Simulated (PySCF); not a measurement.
Geometry relaxation, with input and output: B2H5 (charge −1) (part 1 of 4)

System: B2H5, charge −1, SMILES B[BH3-].
Method: MP2/STO-3G, RHF (PySCF 2.14.0).

The geometry comes from this level: GFN2-xTB. Figures and captions count atoms from 1; the log counts them from 0 in places.

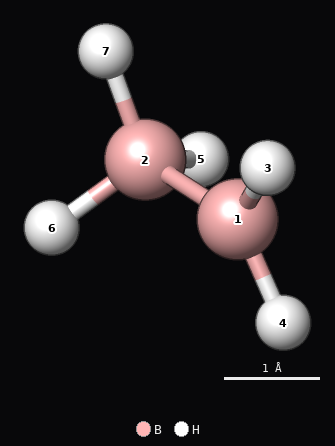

Fig. 1: The starting structure (ball-and-stick view, seen at a tilt; atoms are numbered from 1 in the order of the input). Bond lengths as drawn: B–B 1.68 Å and B–H 1.20 to 1.24 Å.

## Input file (run.py)
```python
# B[BH3-]
from pyscf import gto, scf, mp
from pyscf.geomopt.geometric_solver import kernel as optimise

mol = gto.M(
    atom='''
B      0.396861    -1.537481     0.896392
B     -0.226597     1.159385    -0.660233
H      2.385118    -2.132216     1.831126
H     -1.145779    -3.171395     1.242457
H     -1.004446     0.702166    -2.825254
H     -1.969473     2.324552     0.392043
H      1.564334     2.654990    -0.876531
''',
    unit='bohr',
    charge=-1,
    spin=0,
    max_memory=1860,
    basis='sto-3g',
    verbose=3,
)

mf = scf.RHF(mol)
mf.conv_tol = 1e-10
mf.kernel()
if not mf.converged:
    mf = mf.newton().run(mf.mo_coeff, mf.mo_occ)
pt = mp.MP2(mf, frozen=2).run()
converged, mol_eq = optimise(pt, maxsteps=60, convergence_set='GAU_TIGHT')
print('converged:', converged)
print(mol_eq.tostring())

mf.reset(mol_eq)
mol = mol_eq
mf.kernel()
if not mf.converged:
    mf = mf.newton().run(mf.mo_coeff, mf.mo_occ)
pt = mp.MP2(mf, frozen=2).run()
e_tot = pt.e_tot
print('E = %.10f Eh' % e_tot)
```

Machine: 1 thread of Arm Neoverse V2, 24 GiB of memory available, shared host.

Launched with:
```bash
OMP_NUM_THREADS=1 python run.py
```

## Output
```
converged SCF energy = -51.4794632943086
E(RMP2) = -51.5573204754916  E_corr = -0.0778571811830412
E(SCS-RMP2) = -51.5687741138778  E_corr = -0.0893108195692162

#|     Arguments passed to driver run_optimizer():      |#
convergence_set           GAU_TIGHT
customengine              <pyscf.geomopt.geometric_solver.PySCFEngine object>
maxiter                   60
----------------------------------------------------------
Custom engine selected.
Bonds will be generated from interatomic distances less than 1.20 times sum of covalent radii
21 internal coordinates being used (instead of 21 Cartesians)
Internal coordinate system (atoms numbered from 1):
Distance 1-2
Distance 1-3
Distance 1-4
Distance 2-5
Distance 2-6
Distance 2-7
Angle 2-1-4
Angle 3-1-4
Angle 1-2-5
Angle 1-2-6
Angle 1-2-7
Angle 5-2-6
Angle 5-2-7
Angle 6-2-7
Out-of-Plane 1-2-3-4
Dihedral 3-1-2-5
Dihedral 3-1-2-6
Dihedral 3-1-2-7
Dihedral 4-1-2-5
Dihedral 4-1-2-6
Dihedral 4-1-2-7
Translation-X 1-7
Translation-Y 1-7
Translation-Z 1-7
Rotation-A 1-7
Rotation-B 1-7
Rotation-C 1-7
<class 'geometric.internal.Distance'> : 6
<class 'geometric.internal.Angle'> : 8
<class 'geometric.internal.OutOfPlane'> : 1
<class 'geometric.internal.Dihedral'> : 6
<class 'geometric.internal.TranslationX'> : 1
<class 'geometric.internal.TranslationY'> : 1
<class 'geometric.internal.TranslationZ'> : 1
<class 'geometric.internal.RotationA'> : 1
<class 'geometric.internal.RotationB'> : 1
<class 'geometric.internal.RotationC'> : 1
> ===== Optimization Info: ====
> Job type: Energy minimization
> Maximum number of optimization cycles: 60
> Initial / maximum trust radius (Angstrom): 0.100 / 0.300
> Convergence Criteria:
> Will converge when all 5 criteria are reached:
>  |Delta-E| < 1.00e-06
>  RMS-Grad  < 1.00e-05
>  Max-Grad  < 1.50e-05
>  RMS-Disp  < 4.00e-05
>  Max-Disp  < 6.00e-05
> === End Optimization Info ===

Geometry optimization cycle 1
Cartesian coordinates (Angstrom)
 Atom        New coordinates             dX        dY        dZ
   B   0.210010  -0.813600   0.474350    0.000000  0.000000  0.000000
   B  -0.119910   0.613520  -0.349380    0.000000  0.000000  0.000000
   H   1.262150  -1.128320   0.968990   -0.000000  0.000000  0.000000
   H  -0.606320  -1.678230   0.657480    0.000000  0.000000  0.000000
   H  -0.531530   0.371570  -1.495060    0.000000  0.000000  0.000000
   H  -1.042200   1.230100   0.207460    0.000000  0.000000  0.000000
   H   0.827810   1.404960  -0.463840    0.000000 -0.000000  0.000000
converged SCF energy = -51.4794632943088
E(RMP2_Scanner) = -51.5573204756824  E_corr = -0.0778571813735895
E(SCS-RMP2_Scanner) = -51.5687741140291  E_corr = -0.0893108197202534
--------------- RMP2_Scanner gradients ---------------
         x                y                z
0 B    -0.0014507234     0.0058894802    -0.0040663857
1 B     0.0086737605    -0.0346700199     0.0204698561
2 H     0.0072881020    -0.0014097137     0.0031849529
3 H    -0.0054502128    -0.0050293358     0.0010269874
4 H    -0.0080519993     0.0006796220    -0.0224217612
5 H    -0.0168262483     0.0154745077     0.0067010012
6 H     0.0158173213     0.0190654596    -0.0048946509
----------------------------------------------
cycle 1: E = -51.5573204757  dE = -51.5573  norm(grad) = 0.0603659
Step    0 : Gradient = 2.282e-02/4.119e-02 (rms/max) Energy = -51.5573204757
Hessian Eigenvalues: 2.30000e-02 2.67462e-02 5.00000e-02 ... 2.19604e-01 2.43428e-01 2.44384e-01

Geometry optimization cycle 2
Cartesian coordinates (Angstrom)
 Atom        New coordinates             dX        dY        dZ
   B   0.207784  -0.789819   0.463479   -0.002226  0.023781 -0.010872
   B  -0.124536   0.634075  -0.361377   -0.004626  0.020555 -0.011997
   H   1.239335  -1.112874   0.953828   -0.022815  0.015446 -0.015162
   H  -0.598063  -1.642969   0.641268    0.008257  0.035261 -0.016212
   H  -0.514650   0.358291  -1.445821    0.016880 -0.013279  0.049239
   H  -1.008077   1.188650   0.201242    0.034123 -0.041450 -0.006218
   H   0.798216   1.364646  -0.452618   -0.029593 -0.040314  0.011222
converged SCF energy = -51.4874783382526
E(RMP2_Scanner) = -51.5616653325436  E_corr = -0.0741869942910127
E(SCS-RMP2_Scanner) = -51.5726428793336  E_corr = -0.0851645410810143
--------------- RMP2_Scanner gradients ---------------
         x                y                z
0 B     0.0004747154     0.0004772807     0.0001124670
1 B    -0.0004319449    -0.0005785857     0.0001823455
2 H    -0.0022374257     0.0001709167    -0.0008860075
3 H     0.0016922440     0.0015033130    -0.0002667646
4 H     0.0012764579     0.0017397637     0.0031931858
5 H     0.0029341741    -0.0011079018    -0.0023228512
6 H    -0.0037082208    -0.0022047866    -0.0000123749
----------------------------------------------
cycle 2: E = -51.5616653325  dE = -0.00434486  norm(grad) = 0.00779312
Step    1 : Displace = 4.187e-02/5.405e-02 (rms/max) Trust = 1.000e-01 (=) Grad = 2.946e-03/4.314e-03 (rms/max) E (change) = -51.5616653325 (-4.345e-03) Quality = 0.911
Hessian Eigenvalues: 2.29998e-02 2.67484e-02 5.00000e-02 ... 2.37002e-01 2.43941e-01 2.70616e-01

Geometry optimization cycle 3
Cartesian coordinates (Angstrom)
 Atom        New coordinates             dX        dY        dZ
   B   0.205230  -0.792763   0.463585   -0.002554 -0.002944  0.000107
   B  -0.124363   0.637477  -0.363147    0.000173  0.003402 -0.001770
   H   1.243821  -1.109039   0.953907    0.004486  0.003835  0.000079
   H  -0.602579  -1.649456   0.643025   -0.004516 -0.006487  0.001758
   H  -0.516864   0.354055  -1.452698   -0.002214 -0.004236 -0.006877
   H  -1.013728   1.190768   0.207121   -0.005651  0.002118  0.005878
   H   0.808493   1.368960  -0.451794    0.010276  0.004314  0.000825
converged SCF energy = -51.4870340442133
E(RMP2_Scanner) = -51.561786587425  E_corr = -0.0747525432117171
E(SCS-RMP2_Scanner) = -51.5728434364033  E_corr = -0.0858093921900167
--------------- RMP2_Scanner gradients ---------------
         x                y                z
0 B    -0.0005350434    -0.0001388706    -0.0001193508
1 B     0.0003636210    -0.0003078866     0.0002986110
2 H     0.0003576066     0.0003870677    -0.0001086205
3 H    -0.0002804810    -0.0001750743     0.0000246232
4 H    -0.0000828679    -0.0001766587    -0.0001805156
5 H    -0.0002194120     0.0000255127     0.0001502962
6 H     0.0003965766     0.0003859097    -0.0000650436
----------------------------------------------
cycle 3: E = -51.5617865874  dE = -0.000121255  norm(grad) = 0.00121979
Step    2 : Displace = 7.525e-03/1.118e-02 (rms/max) Trust = 1.414e-01 (+) Grad = 4.610e-04/5.655e-04 (rms/max) E (change) = -51.5617865874 (-1.213e-04) Quality = 0.886
Hessian Eigenvalues: 2.29931e-02 2.67462e-02 5.00000e-02 ... 2.38001e-01 2.43762e-01 3.04479e-01

Geometry optimization cycle 4
Cartesian coordinates (Angstrom)
 Atom        New coordinates             dX        dY        dZ
   B   0.208876  -0.791344   0.464020    0.003646  0.001420  0.000434
   B  -0.125118   0.638295  -0.363909   -0.000756  0.000819 -0.000762
   H   1.243050  -1.116319   0.957821   -0.000772 -0.007279  0.003914
   H  -0.600662  -1.646251   0.641661    0.001917  0.003205 -0.001364
   H  -0.518037   0.354356  -1.453138   -0.001173  0.000301 -0.000440
   H  -1.014464   1.190917   0.206923   -0.000735  0.000149 -0.000198
   H   0.806365   1.370346  -0.453378   -0.002127  0.001386 -0.001584
converged SCF energy = -51.4870481011233
E(RMP2_Scanner) = -51.5617874193054  E_corr = -0.07473931818216
E(SCS-RMP2_Scanner) = -51.5728443539505  E_corr = -0.0857962528272502
--------------- RMP2_Scanner gradients ---------------
         x                y                z
0 B     0.0004346777     0.0004199650    -0.0000726018
1 B    -0.0002883847    -0.0001147926    -0.0000060158
2 H    -0.0001142310    -0.0004761045     0.0001726896
3 H     0.0001230790     0.0000163017     0.0000515681
4 H    -0.0001072730    -0.0000041805    -0.0002606505
5 H    -0.0002211477     0.0001635300     0.0000487599
6 H     0.0001732797    -0.0000047193     0.0000662504
----------------------------------------------
cycle 4: E = -51.5617874193  dE = -8.3188e-07  norm(grad) = 0.000972888
Step    3 : Displace = 4.022e-03/8.289e-03 (rms/max) Trust = 2.000e-01 (+) Grad = 3.677e-04/6.088e-04 (rms/max) E (change) = -51.5617874193 (-8.319e-07) Quality = 0.117
Hessian Eigenvalues: 2.28772e-02 2.67448e-02 5.00000e-02 ... 2.42938e-01 2.56211e-01 3.71911e-01

Geometry optimization cycle 5
Cartesian coordinates (Angstrom)
 Atom        New coordinates             dX        dY        dZ
   B   0.207087  -0.792141   0.463837   -0.001789 -0.000798 -0.000183
   B  -0.124742   0.637872  -0.363637    0.000376 -0.000423  0.000272
   H   1.243133  -1.112473   0.956216    0.000083  0.003846 -0.001605
   H  -0.601402  -1.647894   0.642030   -0.000739 -0.001643  0.000369
   H  -0.517417   0.354615  -1.452555    0.000619  0.000259  0.000584
   H  -1.013382   1.190732   0.206979    0.001082 -0.000185  0.000056
   H   0.806733   1.369289  -0.452871    0.000368 -0.001057  0.000507
converged SCF energy = -51.4870845784922
E(RMP2_Scanner) = -51.5617909029548  E_corr = -0.0747063244626198
E(SCS-RMP2_Scanner) = -51.5728433364094  E_corr = -0.0857587579172413
--------------- RMP2_Scanner gradients ---------------
         x                y                z
0 B    -0.0000011759    -0.0000349599     0.0000234586
1 B     0.0000207850     0.0000786792    -0.0000005010
2 H    -0.0000013498    -0.0000093700    -0.0000307181
3 H     0.0000024140     0.0000096349     0.0000164174
4 H     0.0000276391     0.0000041072     0.0000250459
5 H     0.0000229052    -0.0000146612    -0.0000398888
6 H    -0.0000712177    -0.0000334303     0.0000061860
----------------------------------------------
cycle 5: E = -51.561790903  dE = -3.48365e-06  norm(grad) = 0.000140587
Step    4 : Displace = 2.019e-03/4.162e-03 (rms/max) Trust = 2.011e-03 (-) Grad = 5.314e-05/8.138e-05 (rms/max) E (change) = -51.5617909030 (-3.484e-06) Quality = 0.980
Hessian Eigenvalues: 2.26805e-02 2.67393e-02 4.99999e-02 ... 2.42974e-01 2.64733e-01 3.68654e-01

Geometry optimization cycle 6
Cartesian coordinates (Angstrom)
 Atom        New coordinates             dX        dY        dZ
   B   0.207086  -0.792103   0.463763   -0.000001  0.000038 -0.000074
   B  -0.124743   0.637791  -0.363702   -0.000001 -0.000081 -0.000065
   H   1.243016  -1.112188   0.956582   -0.000117  0.000285  0.000366
   H  -0.601338  -1.647981   0.641700    0.000064 -0.000087 -0.000330
   H  -0.517713   0.354631  -1.452603   -0.000296  0.000017 -0.000048
   H  -1.013256   1.190675   0.207260    0.000126 -0.000058  0.000281
   H   0.806958   1.369176  -0.453000    0.000225 -0.000113 -0.000129
converged SCF energy = -51.4870797003799
E(RMP2_Scanner) = -51.5617909901716  E_corr = -0.0747112897916967
E(SCS-RMP2_Scanner) = -51.5728437936867  E_corr = -0.0857640933068161
--------------- RMP2_Scanner gradients ---------------
         x                y                z
0 B    -0.0000055523     0.0000061212    -0.0000019729
1 B    -0.0000147738    -0.0000000513     0.0000272958
2 H     0.0000088616    -0.0000092610    -0.0000283310
3 H    -0.0000050676     0.0000107914     0.0000157863
4 H     0.0000158360    -0.0000140879    -0.0000060298
5 H    -0.0000094998    -0.0000031964    -0.0000161028
6 H     0.0000101959     0.0000096840     0.0000093543
----------------------------------------------
cycle 6: E = -51.5617909902  dE = -8.72168e-08  norm(grad) = 5.93667e-05
Step    5 : Displace = 3.012e-04/4.792e-04 (rms/max) Trust = 2.844e-03 (+) Grad = 2.244e-05/3.110e-05 (rms/max) E (change) = -51.5617909902 (-8.722e-08) Quality = 1.561
Hessian Eigenvalues: 6.00766e-03 2.66381e-02 4.99993e-02 ... 2.45929e-01 3.66748e-01 4.36293e-01

Geometry optimization cycle 7
Cartesian coordinates (Angstrom)
 Atom        New coordinates             dX        dY        dZ
   B   0.207133  -0.792116   0.463580    0.000047 -0.000013 -0.000184
   B  -0.124673   0.637573  -0.364019    0.000070 -0.000218 -0.000317
   H   1.242497  -1.111251   0.958279   -0.000519  0.000938  0.001697
   H  -0.600984  -1.648551   0.640400    0.000354 -0.000569 -0.001300
   H  -0.518873   0.354998  -1.452713   -0.001160  0.000366 -0.000111
   H  -1.012506   1.190564   0.208220    0.000750 -0.000111  0.000960
   H   0.807416   1.368784  -0.453747    0.000458 -0.000392 -0.000746
converged SCF energy = -51.4870715460615
E(RMP2_Scanner) = -51.5617912490106  E_corr = -0.0747197029490738
E(SCS-RMP2_Scanner) = -51.5728448084717  E_corr = -0.0857732624102254
--------------- RMP2_Scanner gradients ---------------
         x                y                z
0 B    -0.0000058171     0.0000601175    -0.0000332590
1 B    -0.0000574169    -0.0001060514     0.0000689142
2 H     0.0000289559    -0.0000147517    -0.0000243798
3 H    -0.0000224110     0.0000075133     0.0000183814
4 H    -0.0000021680    -0.0000395437    -0.0000608523
5 H    -0.0000624935     0.0000190064     0.0000182863
6 H     0.0001213507     0.0000737096     0.0000129092
----------------------------------------------
cycle 7: E = -51.561791249  dE = -2.58839e-07  norm(grad) = 0.000238311
Step    6 : Displace = 1.211e-03/2.007e-03 (rms/max) Trust = 4.022e-03 (+) Grad = 9.007e-05/1.426e-04 (rms/max) E (change) = -51.5617912490 (-2.588e-07) Quality = 1.818
Hessian Eigenvalues: 4.66548e-04 2.66530e-02 4.99994e-02 ... 2.45878e-01 3.67363e-01 1.01351e+00

Geometry optimization cycle 8
Cartesian coordinates (Angstrom)
 Atom        New coordinates             dX        dY        dZ
   B   0.207351  -0.792258   0.462784    0.000218 -0.000141 -0.000795
   B  -0.124292   0.636612  -0.365556    0.000382 -0.000961 -0.001537
   H   1.239942  -1.106919   0.966298   -0.002555  0.004331  0.008019
   H  -0.599210  -1.651323   0.634362    0.001774 -0.002772 -0.006039
   H  -0.524251   0.356951  -1.453104   -0.005378  0.001953 -0.000391
   H  -1.008749   1.190034   0.212577    0.003757 -0.000529  0.004357
   H   0.809218   1.366903  -0.457361    0.001802 -0.001881 -0.003614
converged SCF energy = -51.4870465287967
E(RMP2_Scanner) = -51.56179264037  E_corr = -0.074746111573334
E(SCS-RMP2_Scanner) = -51.5728484074231  E_corr = -0.0858018786264171
```
